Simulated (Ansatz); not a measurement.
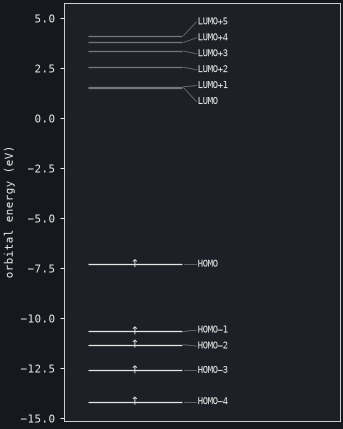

CH₄FOSi, SMILES CO[SiH]F, doublet. Kohn-Sham orbital energies near the frontier (alpha spin), BHLYP/def2-TZVPP, the Ansatz code, at a PBE0-D4/def2-TZVP geometry (a minimum by its frequencies), isolated molecule; empty levels in grey, levels within 0.03 eV side by side.

Question: Where do the highest filled and lowest empty alpha orbitals lie?

Answer: HOMO at −7.30 eV, LUMO at 1.53 eV, 8.83 eV apart.

Question: How far below the HOMO does the next level lie?

Answer: 3.36 eV.

Question: And the beta frontier levels?

Answer: Beta HOMO −10.47 eV, beta LUMO −1.46 eV.

Note: one conformer of a flexible molecule; empty levels above zero depend strongly on the basis.
